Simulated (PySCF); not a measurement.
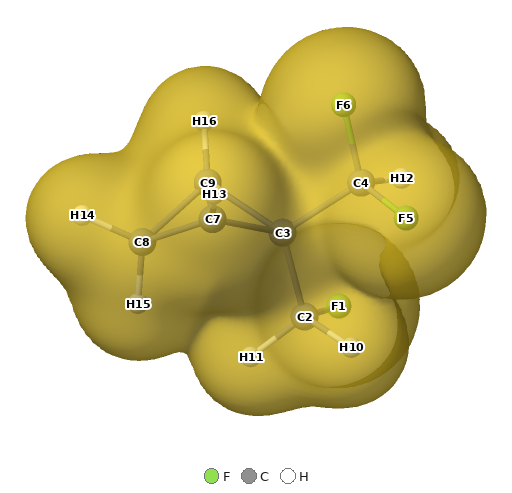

*C₆H₇F₃. Isosurface of the electron density at 0.05 e/Å³ (yellow), seen at a tilt.*

Geometry: GFN2-xTB.

Method: CAM-B3LYP/def2-SVPD, SCF density, gas phase in PySCF 2.14.0.

The calculation's input:

```
{"job": {"kind": "uv", "xc": "CAM-B3LYP", "basis": "def2-SVPD", "nstates": 8, "ntriplets": 3}, "charge": 0, "multiplicity": 1}
F     -1.215993     1.407883    -1.668074
C     -0.788569     1.358302    -0.360036
C     -0.276445    -0.032736    -0.042649
C     -1.422316    -1.035123    -0.095964
F     -2.297968    -0.809313     0.920208
F     -0.983863    -2.304585     0.065390
C      0.796203    -0.313766     0.970491
C      1.922623     0.396095     0.288963
C      1.063120    -0.559142    -0.474411
H     -1.654823     1.599186     0.265729
H     -0.023733     2.128060    -0.250790
H     -1.987985    -0.987726    -1.039295
H      0.763917    -0.931255     1.841891
H      2.922056     0.055614     0.528445
H      1.874118     1.458961     0.096887
H      1.302059    -1.421511    -1.058193
```

Command:

```sh
OMP_NUM_THREADS=1 python probes_run.py task.json out
```

> How is the density connected at this value?

At this value the surface is in one piece. It bridges the sampled C–F (1.35 Å), C–C (1.49 Å) and C–H (1.07 Å) contacts, where the density stays above the isovalue. On the grid the lowest density along these lines, outside the cores, is 1.7 e/Å³ (C–F, 1.35 Å), 1.5 e/Å³ (C–C, 1.49 Å) and 1.9 e/Å³ (C–H, 1.07 Å).
